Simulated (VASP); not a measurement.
Band structure of YSi₂ (space group P6/mmm). Calculation: SCAN meta-GGA, VASP's PBE PAW potentials (set 64) (plane waves; VASP).

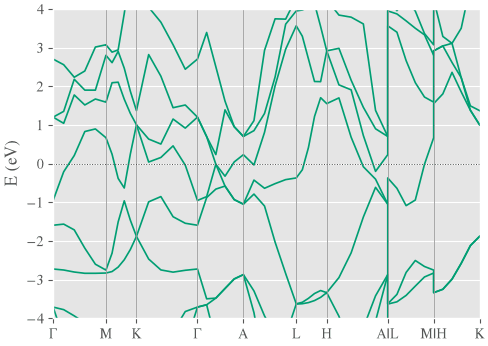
Fig. 1. Bands along high-symmetry lines, zero at the valence-band maximum or, without a gap, the Fermi level

Q: Read the plot: is there a gap, and where are the band edges?

A: It has no gap at this level: it comes out as a metal or semimetal.

The structure comes from a measured YSi2 entry (P6/mmm) of the Crystallography Open Database, whose conditions weren't checked. It was relaxed first, which changed the volume by +7 %. The electron count is odd and the run is not spin-polarised, which forces a metal.
